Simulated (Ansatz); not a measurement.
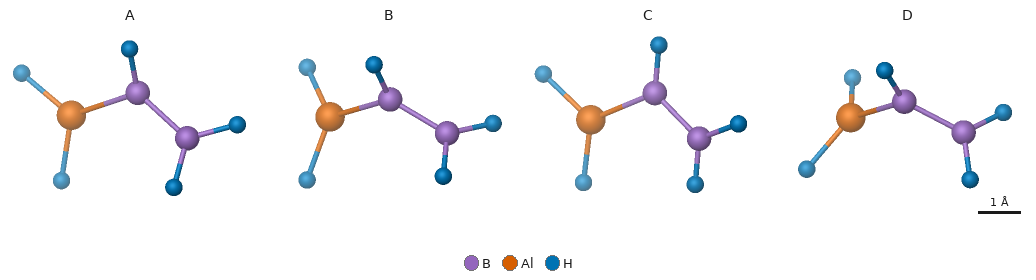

4 geometries from one relaxation of AlB2H5, in shuffled order. Style: ball-and-stick. Shown at a tilt.

The run prepares the start of a later molecular dynamics calculation, from a guessed geometry.

All numbers below come from Ansatz 0.2.0, UKS revPBE-D4/6-31G. (collinear spin; force threshold 0.02 eV/Å; at most 40 steps)

Q: Order the frames from highest to lowest energy.

A: C, A, B, D. They are steps 0, 4, 9, 18, at +170.7 kJ/mol, +65.9 kJ/mol, +8.94 kJ/mol relative to the last. An H atom moves most after the best rigid fit: 1.48 Å. By element the largest moves are H 1.48 Å, B 0.55 Å, Al 0.07 Å. Among the contacts that change: Al–B 2.045 → 2.154 Å, B–H 1.132 → 1.214 Å, Al–H 1.570 → 1.628 Å, Al–H 1.660 → 1.628 Å. Bond angles that change, for instance: B–B–H 121.2° → 130.7°, Al–B–H 120.9° → 114.3°, B–B–Al 117.9° → 115.0°. Groups turn about Al–B by about 90°, B–B by about 90°. After 17 accepted moves (18 points after the start) the energy has fallen by 170.7 kJ/mol. Largest force component: 2.1 eV/Å at the start, 0.0084 eV/Å at the end. The line search rejected the trial step at point 13 of the run. The run took roughly 30 core-seconds on a shared host.
